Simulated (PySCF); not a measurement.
**C₅H₁₀O₂Si (SMILES O=C[C@H]1COCC[SiH2]1): density, localisation and related maps**

```csv
atom,x (Å),y (Å),z (Å)
O,2.9999,-0.9242,-0.8904
C,1.9327,-0.3744,-0.9814
C,1.2652,0.3787,0.1299
C,0.2843,1.4389,-0.3963
O,-0.7881,0.8875,-1.1110
C,-1.7767,0.2667,-0.3285
C,-1.3246,-1.0655,0.2745
Si,0.2714,-0.8141,1.2433
H,1.3436,-0.4093,-1.9350
H,2.0542,0.8305,0.7546
H,-0.0847,2.0581,0.4468
H,0.7963,2.1203,-1.0946
H,-2.6389,0.1164,-0.9964
H,-2.1060,0.9552,0.4777
H,-2.1212,-1.4842,0.9110
H,-1.1438,-1.7921,-0.5357
H,-0.0105,-0.0994,2.5282
H,1.0160,-2.0763,1.5167
```

Geometry: PBE0-D3(BJ)/def2-SVP.

These are results of PBE0/pcSseg-1, SCF density, gas phase, non-relativistic (PySCF), not measurements.

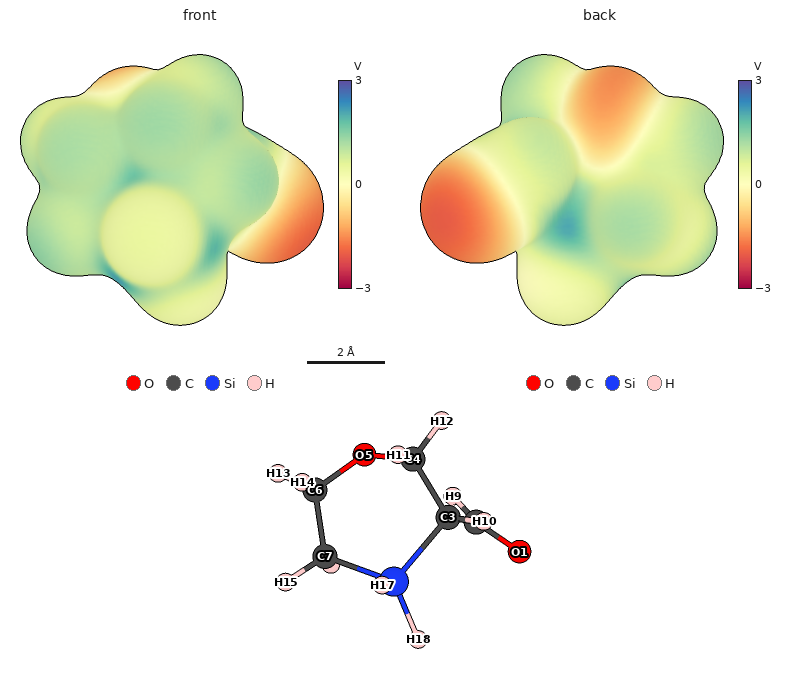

Figure 1. The molecular electrostatic potential painted on the density surface at 0.004 e/bohr³, seen from the front and from behind; red is negative and blue positive. The bare structure is drawn below in the same view.

Describe the electrostatic potential map.

The most negative region (about −1.9 V) lies over O1, the most positive (about +2.0 V) over Si8. O1 is the likeliest acceptor of a hydrogen bond.

What dipole moment does the calculation give?

Its dipole moment is 3.41 D.

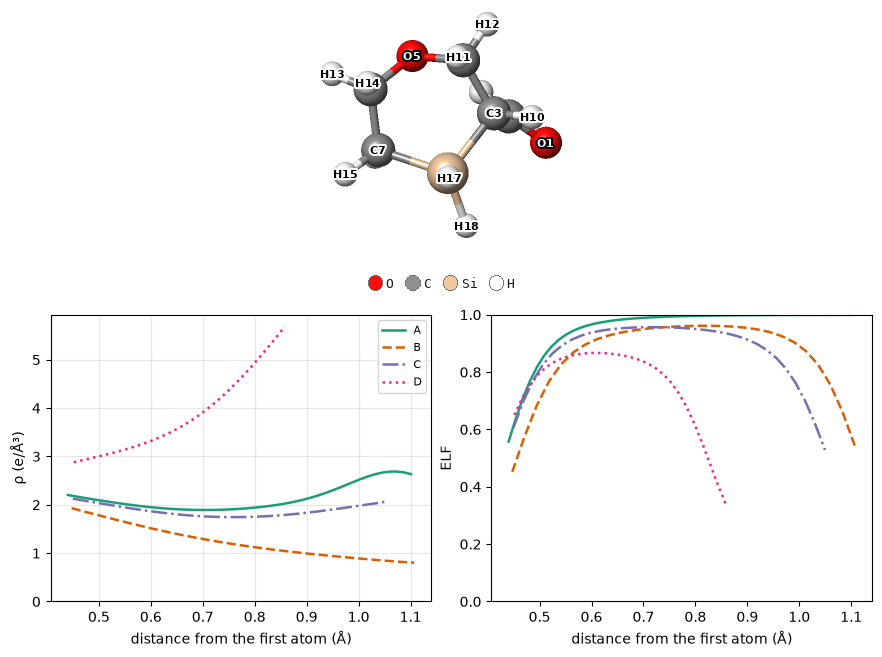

Figure 2. Electron density and electron localisation function along straight lines between neighbouring atoms. The curves leave out the atomic cores. The structure is drawn too.

Which curve belongs to which contact (C–C, C–H, C–O and C–Si)? The first atom named is at distance zero.

Curve A: C–H (1.10 Å): the density is about 2 e/Å³ at the midpoint; the ELF climbs to about 1 towards the hydrogen, as it does in any bond to H (a covalent bond by its length). Curve B: C–Si (1.88 Å): the density is about 0.95 e/Å³ at the midpoint; the ELF peaks at about 0.95 between the atoms; a covalent bond. Curve C: C–C (1.50 Å): ρ is about 1.7 e/Å³ halfway; the ELF peaks at about 0.95 between the atoms; a covalent bond. Curve D: C–O (1.20 Å): ρ at the midpoint is about 3.3 e/Å³; the ELF peaks at about 0.85 between the atoms (a multiple bond).
